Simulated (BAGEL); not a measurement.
# C4H12Ge (tetramethylgermane): a chain of runs

Aim: a single-point energy (HF/6-31G*), then a single-point energy (NEVPT2(2,2)/6-31G*) of C4H12Ge (tetramethylgermane). 

Program for the calculation: BAGEL 1.2.2.

1 further run of the same task is left out (set aside as unsound or not needed).

## 1. The molecule

C4H12Ge has 17 atoms, charge 0, and is taken as a singlet. SMILES: `[CH3][Ge]([CH3])([CH3])[CH3]`. The C1–Ge2 distance was set to 4.505 Å, away from the relaxed value. At this shape a bond of the SMILES string is far longer than usual.

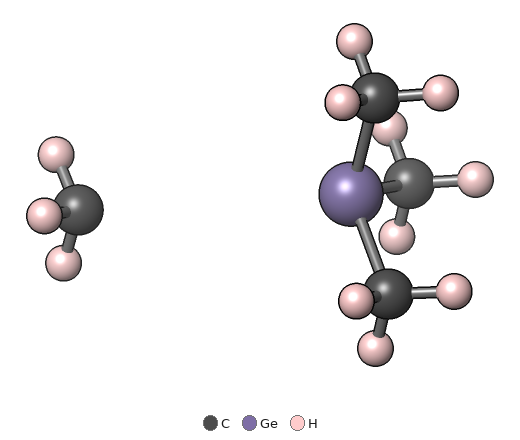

Viewed from a chosen angle; carbon dark grey, germanium purple, hydrogen pink.

## 2. A single-point energy at HF/6-31G(d) (density fitting with svp-jkfit, spherical functions) (run 1)

Input file calc.json:

```json
{ "bagel" : [

{
  "title" : "molecule",
  "basis" : "6-31gs.json",
  "df_basis" : "svp-jkfit",
  "angstrom" : "false",
  "geometry" : [
    { "atom" : "C", "xyz" : [ -1.59709259,  3.12126442, -7.75768668 ] },
    { "atom" : "Ge", "xyz" : [ -0.00009449,  0.00011338,  0.00007559 ] },
    { "atom" : "C", "xyz" : [  3.59027177,  0.43287956,  0.78888507 ] },
    { "atom" : "C", "xyz" : [ -0.85544122, -3.60015503,  0.08163617 ] },
    { "atom" : "C", "xyz" : [ -2.04039399,  1.81014976,  2.50231864 ] },
    { "atom" : "H", "xyz" : [ -1.13318372,  5.12989211, -7.84393378 ] },
    { "atom" : "H", "xyz" : [ -0.47616374,  2.13724623, -9.18333386 ] },
    { "atom" : "H", "xyz" : [ -3.59166072,  2.89744526, -8.23601416 ] },
    { "atom" : "H", "xyz" : [  4.01833253, -0.31180481,  2.66491068 ] },
    { "atom" : "H", "xyz" : [  4.10803783,  2.42980985,  0.75254563 ] },
    { "atom" : "H", "xyz" : [  4.76296021, -0.56402656, -0.58524818 ] },
    { "atom" : "H", "xyz" : [ -0.48029279, -4.39544627,  1.94821315 ] },
    { "atom" : "H", "xyz" : [  0.26178376, -4.64547594, -1.30273940 ] },
    { "atom" : "H", "xyz" : [ -2.85254159, -3.88393521, -0.35241502 ] },
    { "atom" : "H", "xyz" : [ -4.05168619,  1.59320920,  2.09619760 ] },
    { "atom" : "H", "xyz" : [ -1.68170507,  1.08130129,  4.39898006 ] },
    { "atom" : "H", "xyz" : [ -1.59173521,  3.82403089,  2.48824018 ] }
  ]
},
{ "title" : "hf" },
{ "title" : "print", "file" : "orbitals.molden", "orbitals" : "true" }

]}
```

The basis set 6-31G* is read from a file made from the Basis Set Exchange's data (not shown).

Started as:

```bash
$ BAGEL_NUM_THREADS=1 BAGEL calc.json > calc.out
```

Standard output:

```text
* using 1 threads per process

  ===============================================================
  ===============================================================

  *** Geometry ***

  { "atom" : "C", "xyz" : [     -1.597093,      3.121264,     -7.757687 ] },
  { "atom" : "Ge", "xyz" : [     -0.000094,      0.000113,      0.000076 ] },
  { "atom" : "C", "xyz" : [      3.590272,      0.432880,      0.788885 ] },
  { "atom" : "C", "xyz" : [     -0.855441,     -3.600155,      0.081636 ] },
  { "atom" : "C", "xyz" : [     -2.040394,      1.810150,      2.502319 ] },
  { "atom" : "H", "xyz" : [     -1.133184,      5.129892,     -7.843934 ] },
  { "atom" : "H", "xyz" : [     -0.476164,      2.137246,     -9.183334 ] },
  { "atom" : "H", "xyz" : [     -3.591661,      2.897445,     -8.236014 ] },
  { "atom" : "H", "xyz" : [      4.018333,     -0.311805,      2.664911 ] },
  { "atom" : "H", "xyz" : [      4.108038,      2.429810,      0.752546 ] },
  { "atom" : "H", "xyz" : [      4.762960,     -0.564027,     -0.585248 ] },
  { "atom" : "H", "xyz" : [     -0.480293,     -4.395446,      1.948213 ] },
  { "atom" : "H", "xyz" : [      0.261784,     -4.645476,     -1.302739 ] },
  { "atom" : "H", "xyz" : [     -2.852542,     -3.883935,     -0.352415 ] },
  { "atom" : "H", "xyz" : [     -4.051686,      1.593209,      2.096198 ] },
  { "atom" : "H", "xyz" : [     -1.681705,      1.081301,      4.398980 ] },
  { "atom" : "H", "xyz" : [     -1.591735,      3.824031,      2.488240 ] },

  Number of auxiliary basis functions:      782

  Since a DF basis is specified, we compute 2- and 3-index integrals:
    o Being stored without compression. Storage requirement is 0.078 GB

  Number of basis functions:      112
  Number of electrons      :       68

    * METHOD: MOLECULE                             0.83

  *** RHF ***

  === Nuclear Repulsion ===
   346.2414603607

      * DIIS with orbital gradients will be used.

  === RHF iteration (6-31gs.json) ===
      0      -2233.00889800          0.01366850           0.30
      1      -2232.88288778          0.01516410           0.30
      2      -2233.25183392          0.00573538           0.29
      3      -2233.31668563          0.00095341           0.29
      4      -2233.31901486          0.00076758           0.29
      5      -2233.31955852          0.00050544           0.28
      6      -2233.31979765          0.00027735           0.29
      7      -2233.31989376          0.00004371           0.30
      8      -2233.31989673          0.00001025           0.29
      9      -2233.31989701          0.00000364           0.30
     10      -2233.31989704          0.00000054           0.30
     11      -2233.31989704          0.00000015           0.29
     12      -2233.31989704          0.00000006           0.29
     13      -2233.31989704          0.00000003           0.29
     14      -2233.31989704          0.00000001           0.29
    * SCF iteration converged.

    * Permanent dipole moment:
           (   -0.285998,     0.558897,    -1.389501) a.u.

    * METHOD: HF                                   4.99

    * METHOD: PRINT                                0.03

  ===============================================================
```

Wall time 6 s (1 thread of Arm Neoverse V1, shared host); peak memory 0.29 GiB.

## 3. A single-point energy at NEVPT2(2,2)/6-31G(d) (density fitting with svp-jkfit, spherical functions) (run 2)

Input file nevpt2.json:

```json
{ "bagel" : [

{
  "title" : "molecule",
  "basis" : "6-31gs.json",
  "df_basis" : "svp-jkfit",
  "geometry" : [
    { "atom" : "C", "xyz" : [    -1.59709259,     3.12126442,    -7.75768668 ] },
    { "atom" : "Ge", "xyz" : [    -0.00009449,     0.00011338,     0.00007559 ] },
    { "atom" : "C", "xyz" : [     3.59027177,     0.43287956,     0.78888507 ] },
    { "atom" : "C", "xyz" : [    -0.85544122,    -3.60015503,     0.08163617 ] },
    { "atom" : "C", "xyz" : [    -2.04039399,     1.81014976,     2.50231864 ] },
    { "atom" : "H", "xyz" : [    -1.13318372,     5.12989211,    -7.84393378 ] },
    { "atom" : "H", "xyz" : [    -0.47616374,     2.13724623,    -9.18333386 ] },
    { "atom" : "H", "xyz" : [    -3.59166072,     2.89744526,    -8.23601416 ] },
    { "atom" : "H", "xyz" : [     4.01833253,    -0.31180481,     2.66491068 ] },
    { "atom" : "H", "xyz" : [     4.10803783,     2.42980985,     0.75254563 ] },
    { "atom" : "H", "xyz" : [     4.76296021,    -0.56402656,    -0.58524818 ] },
    { "atom" : "H", "xyz" : [    -0.48029279,    -4.39544627,     1.94821315 ] },
    { "atom" : "H", "xyz" : [     0.26178376,    -4.64547594,    -1.30273940 ] },
    { "atom" : "H", "xyz" : [    -2.85254159,    -3.88393521,    -0.35241502 ] },
    { "atom" : "H", "xyz" : [    -4.05168619,     1.59320920,     2.09619760 ] },
    { "atom" : "H", "xyz" : [    -1.68170507,     1.08130129,     4.39898006 ] },
    { "atom" : "H", "xyz" : [    -1.59173521,     3.82403089,     2.48824018 ] }
  ]
},

{ "title" : "hf" },

{ "title" : "nevpt2", "nstate" : 1, "nact" : 2, "nclosed" : 33, "active" : [34, 35], "maxiter" : 200, "natocc" : true, "ncore" : 13 },

{ "title" : "print", "file" : "orbitals.molden", "orbitals" : true }

]}
```

The basis set 6-31G* is read from a file made from the Basis Set Exchange's data (not shown).

Started as:

```bash
$ BAGEL_NUM_THREADS=1 BAGEL nevpt2.json > nevpt2.out
```

Standard output:

```text
* using 1 threads per process

  ===============================================================
  ===============================================================

  *** Geometry ***

  { "atom" : "C", "xyz" : [     -1.597093,      3.121264,     -7.757687 ] },
  { "atom" : "Ge", "xyz" : [     -0.000094,      0.000113,      0.000076 ] },
  { "atom" : "C", "xyz" : [      3.590272,      0.432880,      0.788885 ] },
  { "atom" : "C", "xyz" : [     -0.855441,     -3.600155,      0.081636 ] },
  { "atom" : "C", "xyz" : [     -2.040394,      1.810150,      2.502319 ] },
  { "atom" : "H", "xyz" : [     -1.133184,      5.129892,     -7.843934 ] },
  { "atom" : "H", "xyz" : [     -0.476164,      2.137246,     -9.183334 ] },
  { "atom" : "H", "xyz" : [     -3.591661,      2.897445,     -8.236014 ] },
  { "atom" : "H", "xyz" : [      4.018333,     -0.311805,      2.664911 ] },
  { "atom" : "H", "xyz" : [      4.108038,      2.429810,      0.752546 ] },
  { "atom" : "H", "xyz" : [      4.762960,     -0.564027,     -0.585248 ] },
  { "atom" : "H", "xyz" : [     -0.480293,     -4.395446,      1.948213 ] },
  { "atom" : "H", "xyz" : [      0.261784,     -4.645476,     -1.302739 ] },
  { "atom" : "H", "xyz" : [     -2.852542,     -3.883935,     -0.352415 ] },
  { "atom" : "H", "xyz" : [     -4.051686,      1.593209,      2.096198 ] },
  { "atom" : "H", "xyz" : [     -1.681705,      1.081301,      4.398980 ] },
  { "atom" : "H", "xyz" : [     -1.591735,      3.824031,      2.488240 ] },

  Number of auxiliary basis functions:      782

  Since a DF basis is specified, we compute 2- and 3-index integrals:
    o Being stored without compression. Storage requirement is 0.078 GB

  Number of basis functions:      112
  Number of electrons      :       68

    * METHOD: MOLECULE                             0.82

  *** RHF ***

  === Nuclear Repulsion ===
   346.2414603607

      * DIIS with orbital gradients will be used.

  === RHF iteration (6-31gs.json) ===
      0      -2233.00889800          0.01366850           0.30
      1      -2232.88288778          0.01516410           0.29
      2      -2233.25183392          0.00573538           0.28
      3      -2233.31668563          0.00095341           0.28
      4      -2233.31901486          0.00076758           0.28
      5      -2233.31955852          0.00050544           0.29
      6      -2233.31979765          0.00027735           0.30
      7      -2233.31989376          0.00004371           0.29
      8      -2233.31989673          0.00001025           0.30
      9      -2233.31989701          0.00000364           0.29
     10      -2233.31989704          0.00000054           0.29
     11      -2233.31989704          0.00000015           0.30
     12      -2233.31989704          0.00000006           0.29
     13      -2233.31989704          0.00000003           0.29
     14      -2233.31989704          0.00000001           0.30
    * SCF iteration converged.

    * Permanent dipole moment:
           (   -0.285998,     0.558897,    -1.389501) a.u.

    * METHOD: HF                                   4.98

    * freezing 13 orbitals
  ---------------------------
      CASSCF calculation
  ---------------------------

    ==== Active orbitals : =====
         Orbital 34
         Orbital 35
    ============================

    * nstate   :      1
    * nclosed  :     33
    * nact     :      2
    * nvirt    :     77
  === CASSCF iteration (6-31gs.json) ===

    * Using the second-order algorithm

      0  0     -2233.41860177     4.89e-03      0.07

      1  0     -2233.43910154     3.20e-04      1.35

      2  0     -2233.43919248     5.59e-05      1.34

      3  0     -2233.43919503     1.11e-05      1.33

      4  0     -2233.43919513     2.25e-06      1.33

      5  0     -2233.43919513     4.54e-07      1.30

      6  0     -2233.43919513     9.18e-08      1.25

      7  0     -2233.43919513     1.85e-08      1.16

      8  0     -2233.43919513     3.75e-09      1.14

    * Second-order optimization converged. *

     guess   0:   closed 1.                   open ..

  === FCI iteration ===

      0  0     -2233.29986183     8.62e-02      0.00
      1  0     -2233.43710492     1.32e-02      0.00
      2  0 *   -2233.43919513     3.93e-16      0.00

     * ci vector, state   0, <S^2> = 0.0000
       2.     0.7751753068
       .2    -0.6317461861

  === DF-NEVPT2 calculation ===

    * 3-index integral transformation done
    * assembly done

      NEVPT2 correlation energy:   -0.7428242004      0.60

          (+0)     -0.6767397137
          (+0)'    -0.0077397971
          (+1)     -0.0143011658
          (+1)'    -0.0000000000
          (+2)     -0.0000442622
          (-1)     -0.0439046055
          (-1)'     0.0000000000
          (-2)     -0.0000946562

      NEVPT2 total energy:       -2234.1820193340

    * METHOD: NEVPT2                              12.04

    * METHOD: PRINT                                0.03

  ===============================================================
```

Run time: 18 s. Hardware: 1 thread of Arm Neoverse V1, shared host; peak memory 0.29 GiB.

## 4. What came out

```
                               quantity           value
         run 1, HF/6-31G*: total energy  -2233.31990 Eh
        run 1, HF/6-31G*: dipole moment          3.88 D
          run 1, HF/6-31G*: HOMO energy        -5.59 eV
          run 1, HF/6-31G*: LUMO energy        -0.54 eV
        run 1, HF/6-31G*: HOMO–LUMO gap         5.05 eV
run 2, NEVPT2(2,2)/6-31G*: total energy  -2234.18202 Eh
```

**Reading.** One bond (run 1, HF/6-31G*) is far stretched, which a spin-restricted single reference describes badly; a broken-symmetry solution may lie lower.
